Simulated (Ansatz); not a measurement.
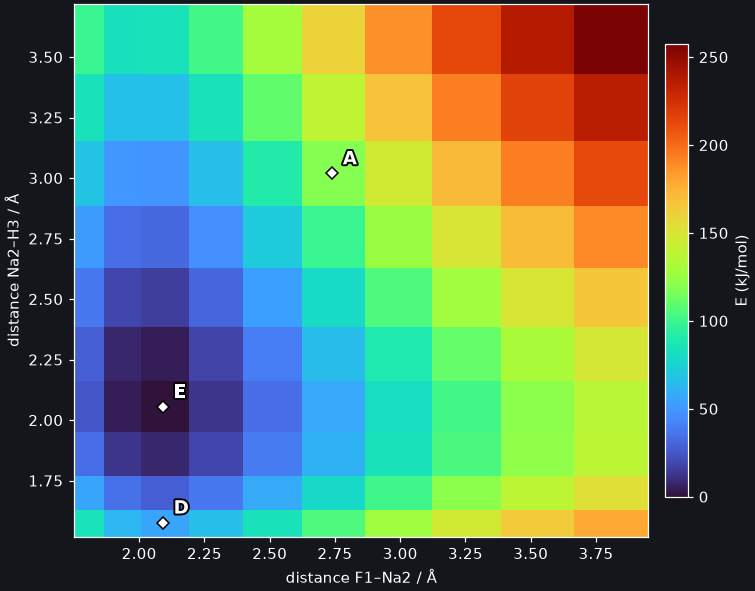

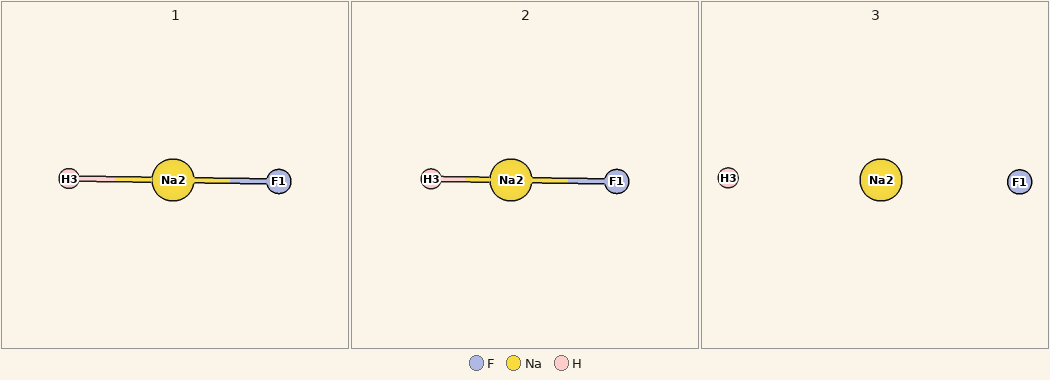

The system F⁻ + NaH. 
- First axis: distance F1–Na2. Second axis: distance Na2–H3.
- Nothing is relaxed (the angle F1–Na2–H3 is fixed at 180 degrees).
- The grid has 10 × 10 points.
- Energies are in kJ/mol, from the lowest grid point.
- The restricted reference is unstable at some or all points, so the energies there are unreliable.
- These are results of Ansatz, RHF-CCSD(T), frozen core/def2-TZVPD, not measurements.

In the figure: one coloured cell a grid point, lettered points. The numbered pictures are the structures at these points, in random order.

Q: Which structure belongs to which point?

A: A is structure 3: distance F1–Na2 = 2.739 Å, distance Na2–H3 = 3.019 Å, 119 kJ/mol; D is structure 2: distance F1–Na2 = 2.091 Å, distance Na2–H3 = 1.576 Å, 56 kJ/mol; E is structure 1: distance F1–Na2 = 2.091 Å, distance Na2–H3 = 2.055 Å, 0 kJ/mol.
